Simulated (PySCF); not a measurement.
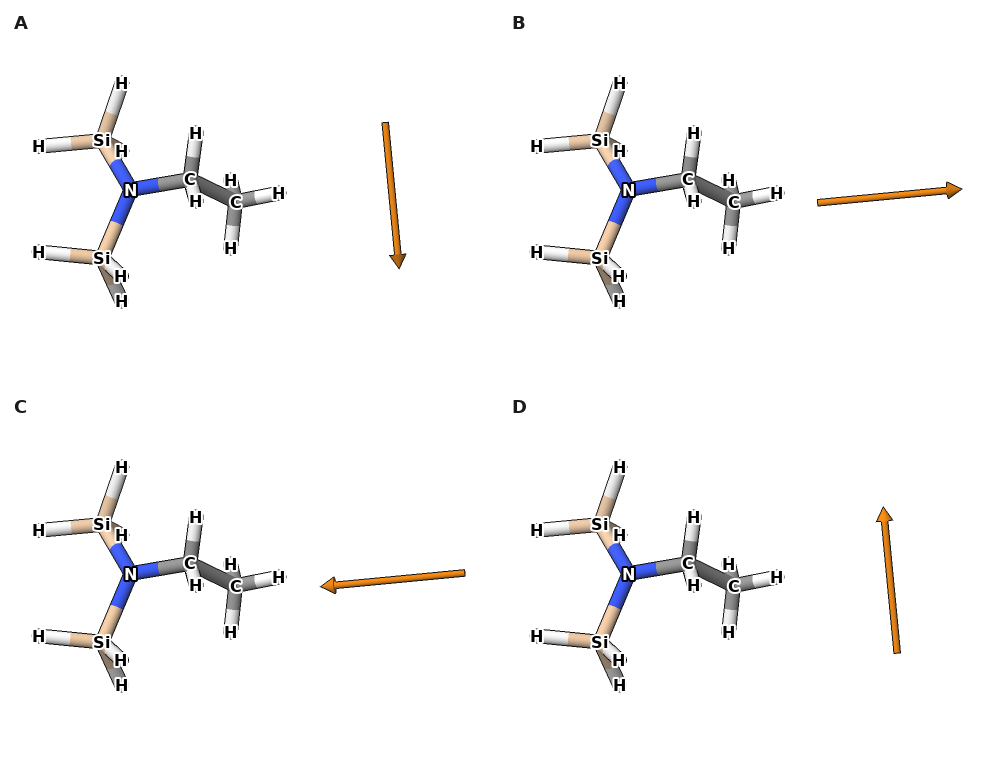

The same molecule four times, each with an arrow. Computed geometry: GFN2-xTB optimisation. No frequency run is at hand to confirm it as a minimum. Method: CAM-B3LYP/def2-SVPD, gas phase (PySCF 2.14.0).

Which arrow points along the dipole moment, from the negative to the positive end?

Answer. B. The dipole moment is 0.76 D.

The geometry is semi-empirical. Around Si such bond lengths and angles can be off by a tenth of an ångström or more and by several degrees, and values that hang on the shape move with them.
